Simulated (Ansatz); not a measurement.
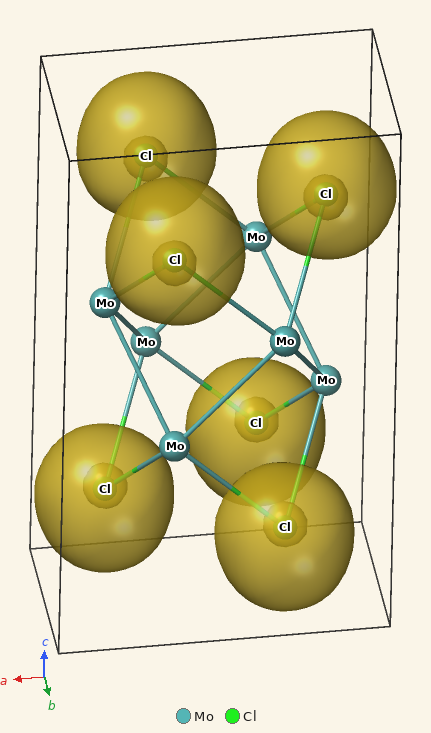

The picture shows: MoCl. Isosurface of the electron localisation function at 0.65 (yellow), seen at an oblique angle. Core shells and regions of very low density are left out. Sticks mark near contacts.

Space group C2/m; a generated structure, not necessarily the stable one; computed without spin polarisation.

Computed with Ansatz 0.2.0, DFT PBE, scalar-relativistic, plane waves, PAW.

Core electrons are frozen (PAW), and the valence fields are smoothed inside the atomic spheres.

```yaml
crystal:
  lattice:
    - [5.48309, 0.00000, 0.00949]
    - [0.00000, 3.16603, 0.00000]
    - [-0.19501, 0.00000, 9.60030]
  atoms:
    - { symbol: Mo, position: [0.33645, 0.00000, 0.59755] }
    - { symbol: Mo, position: [0.83645, 0.50000, 0.59755] }
    - { symbol: Mo, position: [0.16355, 0.50000, 0.40245] }
    - { symbol: Mo, position: [0.66355, 0.00000, 0.40245] }
    - { symbol: Cl, position: [0.17575, 0.50000, 0.78098] }
    - { symbol: Cl, position: [0.67575, 0.00000, 0.78098] }
    - { symbol: Cl, position: [0.32425, 0.00000, 0.21902] }
    - { symbol: Cl, position: [0.82425, 0.50000, 0.21902] }
```

### Describe the localisation domains.

At this value the surface marks out four regions wrapped around Cl (the valence shell of each), counted in one cell of 8 atoms. Any copies at cell faces, edges or corners count once. Along the contacts the grid gives the following. Mo–Cl (2.54 Å): the ELF peaks at about 0.85 in the valence shell of Cl, 0.7 Å from its nucleus, and is about 0.25 at the midpoint. Mo–Mo (2.62 Å): the ELF is about 0.45 at the midpoint.
